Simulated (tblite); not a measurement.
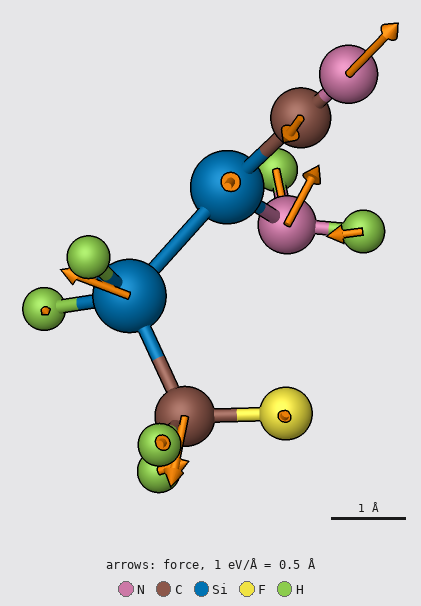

Starting geometry of C₂H₆FN₂Si₂ (multiplicity 2) with the computed forces as orange arrows. A ball-and-stick model, seen from a free direction.

All numbers below come from GFN2-xTB geometry optimisation, gas phase (tblite). 

### Is this structure relaxed? If not, where do the atoms go?

It isn't relaxed: the largest force vector, on an N atom, is 2.53 eV/Å. The final displacements have little in common with the starting forces (cosine between the two patterns −0.03). An N atom moves most after the best rigid fit: 2.54 Å. Largest moves by element: N 2.54 Å, H 1.94 Å, C 1.49 Å, F 1.37 Å, Si 0.73 Å. Near-neighbour distances that change, for instance: Si–Si 2.198 → 2.290 Å, C–Si 1.847 → 1.926 Å, C–Si 1.801 → 1.858 Å, H–N 1.057 → 1.006 Å. Among the angles between lasting bonds that change: Si–Si–H 110.4° → 126.5°, Si–N–H 107.7° → 123.3°, Si–Si–C 116.1° → 102.5°. Groups turn about C–Si by about 20°. Over 181 geometry steps the energy falls by 61.8 kJ/mol. Cost: 1.1 s on 1 thread of Arm Neoverse V2, on a shared host.
